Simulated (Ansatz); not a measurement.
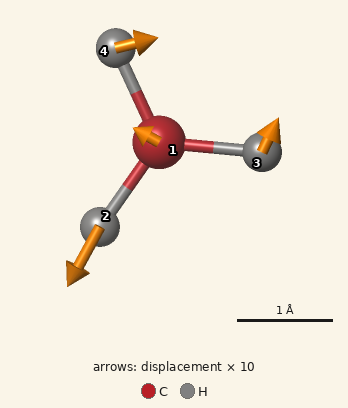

CH₃ (charge +1). The orange arrows show how the atoms are displaced, magnified 10 times. The picture is a ball-and-stick view, seen face on.

Theory: Ansatz 0.2.0, RKS PBE0-D4/def2-TZVPP. 

Question: What was done to the structure, and with what result?

Answer: All atoms are moved at random (σ = 0.06 Å) from the PBE0-D4/def2-TZVP minimum. Energy change: +14.3 kJ/mol. The largest force is 3 eV/Å, on C1. The forces point partly back along the displacements (cosine −0.69). At other levels of theory the same distortion costs 12.0 kJ/mol (RKS PBE-D4/def2-TZVPP), 14.4 kJ/mol (RKS r2SCAN-D4/def2-TZVPP), 14.9 kJ/mol (RKS wB97M-V/def2-TZVPP), 14.9 kJ/mol (RHF-CCSD(T), frozen core/def2-TZVPP). Among the bonded contacts that change: C1–H2 1.093 → 1.163 Å, C1–H3 1.093 → 1.137 Å, C1–H4 1.093 → 1.060 Å. Bond angles that change, for instance: H2–C1–H4 120.0° → 125.5°, H3–C1–H4 120.0° → 115.2°.
